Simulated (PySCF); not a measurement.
# C₇H₁₄N₂Si: NMR shielding calculation

The run: NMR shielding calculation of C₇H₁₄N₂Si, SMILES Cc1cnn([Si](C)(C)C)c1. Method and program: GIAO PBE0/pcSseg-1 NMR shielding, non-relativistic, gas phase (PySCF 2.14.0).

The geometry comes from this level: GFN2-xTB. It belongs to a series of runs on one base structure; here: C2H5 replaced by SiMe3. Figures and captions count atoms from 1; the log counts them from 0 in places.

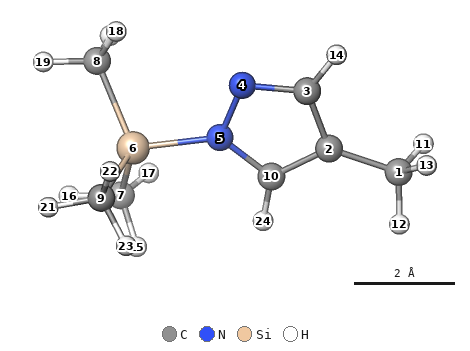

*The input geometry (ball-and-stick view, seen at a tilt; atoms are numbered from 1 in the order of the input).*

Bond lengths as drawn: C–C 1.37 to 1.49 Å, C–H 1.07 to 1.09 Å, C–N 1.31 to 1.36 Å, C–Si 1.90 to 1.91 Å, N–N 1.34 Å and N–Si 1.77 Å.

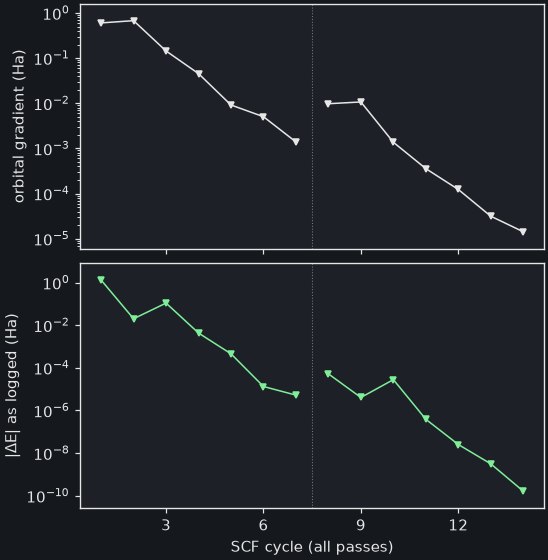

*Convergence of the self-consistent field: orbital gradient and size of the energy change against the SCF cycle. The dotted line marks the change from a coarse to the final integration grid.*

The first 7 cycles use a coarse grid, the final grid takes over at cycle 8, and the field converges after 14 cycles in all.

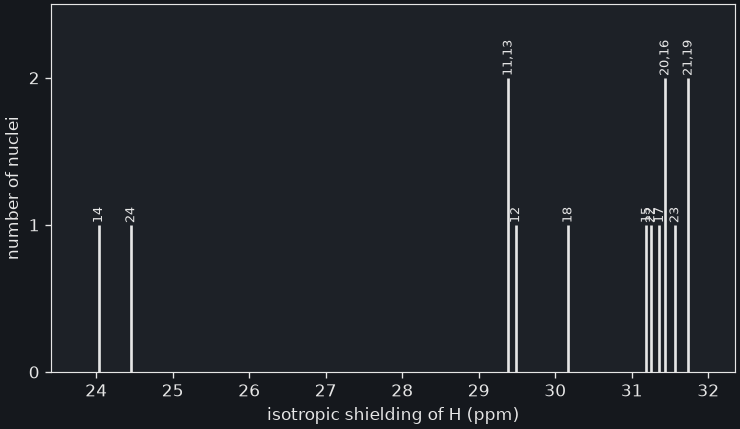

*Isotropic shieldings of the hydrogen nuclei in this fixed geometry, labelled by atom number; shielding grows to the right, so chemical shift grows to the left.*

The least shielded is H14 (24.0 ppm), the most shielded H19 (31.8 ppm).

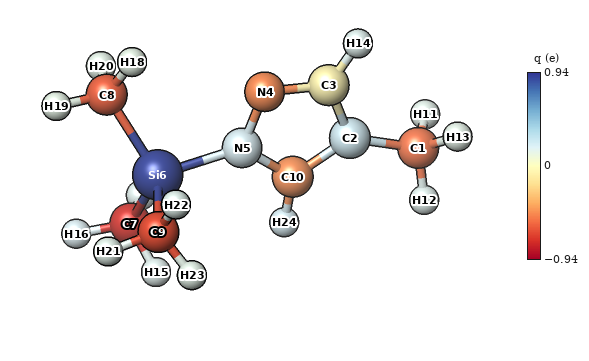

*ESP-fitted charges, as the colour of each atom (ball-and-stick view, seen at a tilt; atoms are numbered from 1 in the order of the input).*

By element: C −0.76 to +0.24, N −0.48 to +0.20, Si +0.89 and H +0.13 to +0.23 e.

The input and output of the run follow.

## Input
```
{"job": {"kind": "nmr", "xc": "PBE0", "basis": "pcSseg-1"}, "charge": 0, "multiplicity": 1}
C      3.873966    -0.119849    -0.057203
C      2.439942     0.280231    -0.049777
C      1.910112     1.587277    -0.068038
N      0.597846     1.571196    -0.070490
N      0.228834     0.280209    -0.059550
Si    -1.496419    -0.119208     0.022172
C     -1.701489    -1.819699    -0.812230
C     -2.392284     1.270648    -0.905926
C     -1.982827    -0.197586     1.862508
C      1.323744    -0.518402    -0.043413
H      4.287724    -0.036397    -1.062779
H      3.983336    -1.149836     0.274705
H      4.453218     0.527208     0.598904
H      2.444962     2.517480    -0.077933
H     -1.280280    -2.618985    -0.209573
H     -2.751341    -2.048808    -0.963822
H     -1.215913    -1.847292    -1.783240
H     -2.038594     2.238321    -0.565665
H     -3.464573     1.224566    -0.745401
H     -2.212727     1.215501    -1.975298
H     -3.027738    -0.464385     1.985821
H     -1.827850     0.764027     2.342806
H     -1.388857    -0.931566     2.400408
H      1.225473    -1.584887    -0.029431
```

The first line tells a small driver script what to run in PySCF; the rest is the geometry in Å.

Launch command:
```bash
OMP_NUM_THREADS=1 python <driver script> task.json out
```

## The program's output
```
coarse grid: 20032 points
cycle   1  E = -673.4303173301  dE =  1.308e+00  |g| = 6.019e-01  |ddm| = 4.506e+00
cycle   2  E = -673.4102838477  dE =  2.003e-02  |g| = 6.746e-01  |ddm| = 1.127e+00
cycle   3  E = -673.5191736370  dE = -1.089e-01  |g| = 1.439e-01  |ddm| = 6.176e-01
cycle   4  E = -673.5234537630  dE = -4.280e-03  |g| = 4.533e-02  |ddm| = 1.534e-01
cycle   5  E = -673.5239071248  dE = -4.534e-04  |g| = 9.147e-03  |ddm| = 4.554e-02
cycle   6  E = -673.5239203797  dE = -1.325e-05  |g| = 5.036e-03  |ddm| = 1.032e-02
cycle   7  E = -673.5239256080  dE = -5.228e-06  |g| = 1.391e-03  |ddm| = 5.887e-03
final grid: 187576 points
cycle   8  E = -673.5784937213  dE = -5.189e-05  |g| = 9.767e-03  |ddm| = 4.025e-02
cycle   9  E = -673.5784896765  dE =  4.045e-06  |g| = 1.068e-02  |ddm| = 1.781e-02
cycle  10  E = -673.5785175839  dE = -2.791e-05  |g| = 1.368e-03  |ddm| = 9.753e-03
cycle  11  E = -673.5785179671  dE = -3.832e-07  |g| = 3.564e-04  |ddm| = 1.648e-03
cycle  12  E = -673.5785179923  dE = -2.516e-08  |g| = 1.232e-04  |ddm| = 3.772e-04
cycle  13  E = -673.5785179954  dE = -3.116e-09  |g| = 3.151e-05  |ddm| = 1.078e-04
cycle  14  E = -673.5785179955  dE = -1.628e-10  |g| = 1.426e-05  |ddm| = 3.426e-05
converged SCF energy = -673.5785179955

GIAO shielding tensors (ppm)
atom      isotropic    diamagn.    paramagn.     s11        s22        s33       span
  0 C      175.724     242.913     -67.189    164.743    171.992    190.438     25.696
  1 C       63.859     275.039    -211.180     -7.533     47.158    151.953    159.486
  2 C       39.430     252.815    -213.385    -52.153     47.031    123.412    175.565
  3 N      -87.982     324.760    -412.742   -333.401   -105.280    174.736    508.137
  4 N       26.872     332.266    -305.394    -63.181     -0.852    144.650    207.831
  5 Si     337.282     883.238    -545.956    320.271    338.082    353.492     33.220
  6 C      187.632     256.831     -69.199    181.614    186.183    195.097     13.484
  7 C      187.860     255.049     -67.189    181.333    188.491    193.756     12.423
  8 C      185.018     255.716     -70.698    178.298    183.603    193.151     14.853
  9 C       51.592     255.698    -204.107    -32.090     54.162    132.703    164.793
 10 H       29.373      27.022       2.351     25.009     26.667     36.443     11.434
 11 H       29.482      28.784       0.698     23.818     29.269     35.359     11.540
 12 H       29.397      27.093       2.304     24.264     27.948     35.980     11.716
 13 H       24.030      33.538      -9.508     21.433     24.104     26.553      5.119
 14 H       31.192      33.666      -2.474     27.060     28.734     37.781     10.722
 15 H       31.447      30.059       1.388     26.808     28.886     38.648     11.839
 16 H       31.362      33.611      -2.249     27.444     28.769     37.874     10.430
 17 H       30.167      31.987      -1.821     24.346     28.701     37.454     13.108
 18 H       31.752      29.348       2.403     27.291     28.953     39.012     11.721
 19 H       31.421      31.970      -0.549     27.398     28.721     38.143     10.745
 20 H       31.722      29.721       2.001     27.709     28.428     39.031     11.322
 21 H       31.248      32.241      -0.993     26.571     29.389     37.786     11.215
 22 H       31.564      33.317      -1.754     26.939     29.811     37.941     11.003
 23 H       24.452      37.752     -13.300     21.039     22.742     29.574      8.535
```

## Summary

```csv
quantity,value
outcome,converged
total energy,−673.578518 hartree
HOMO,−6.65 eV
LUMO,0.61 eV
dipole moment,2.07 D
"isotropic shielding, C",39.4 to 187.9 ppm
"isotropic shielding, N",−88.0 to 26.9 ppm
"isotropic shielding, Si",337.3 ppm
"isotropic shielding, H",24.0 to 31.8 ppm
hardware,"1 CPU thread, shared host"
wall time,62 s
peak memory,1.1 GiB
```
